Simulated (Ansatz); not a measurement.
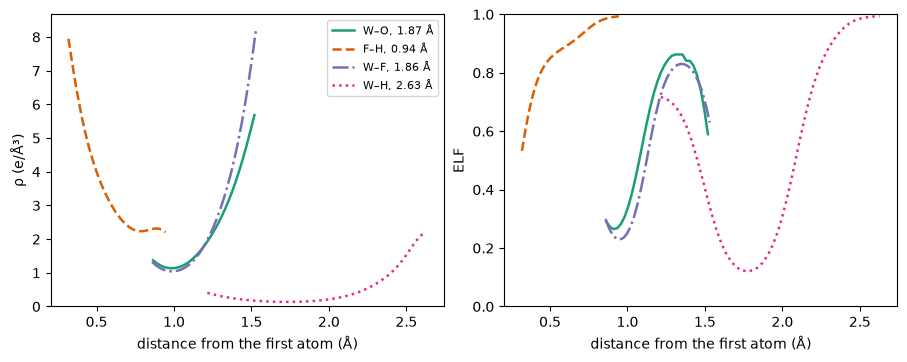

Figure. F3HOW···HF. Electron density and electron localisation function along straight lines between neighbouring atoms. The curves leave out the atomic cores.

Core potentials replace the inner electrons of W.

Level of theory: RKS PBE/def2-SVP (Ansatz 0.2.0).

Input file:

```
crystal:
  periodic: [false, false, false]
  atoms:
    - { symbol: W, position_ang: [-0.582355, -0.025453, -0.397737] }
    - { symbol: H, position_ang: [1.52587, 0.234544, 1.604061] }
    - { symbol: F, position_ang: [2.144721, -0.052841, 0.969184] }
    - { symbol: O, position_ang: [-0.325133, 1.75075, 0.132282] }
    - { symbol: H, position_ang: [-0.579115, 2.367155, -0.607625] }
    - { symbol: F, position_ang: [-2.399101, -0.037315, -0.012551] }
    - { symbol: F, position_ang: [-0.396401, -1.816503, 0.064703] }
    - { symbol: F, position_ang: [0.786714, -0.053237, -1.652718] }
basis:
  gaussian: { orbitals: def2-SVP }
hamiltonian:
  xc: pbe
relax:
  f_tol: 0.03
  max_steps: 50
output:
  orbitals: {}
```

Command:

```sh
ansatz run input.yaml --threads 2 --pin off --max-ram 3072MiB --backend cpu --events-out ev --progress --plain --runs-dir out
```

The fields are those of the run's last geometry, not of the input's.

Q: What can be read from the curves?

A: W–O (1.87 Å): ρ is about 1.2 e/Å³ halfway; the ELF peaks at about 0.85 in the valence shell of O, 0.6 Å from its nucleus, and drops to about 0.25 between the two atoms.
F–H (0.94 Å): ρ is about 4.4 e/Å³ halfway; the ELF climbs to about 1 towards the hydrogen, as it does in any bond to H: an ordinary covalent bond to hydrogen.
W–F (1.86 Å): the density is about 1.1 e/Å³ at the midpoint; the ELF peaks at about 0.85 in the valence shell of F, 0.5 Å from its nucleus, and drops to about 0.25 between the two atoms.
W1···H2 (2.63 Å): the density falls to about 0.14 e/Å³ on the way; the ELF dips to about 0.10 between them.
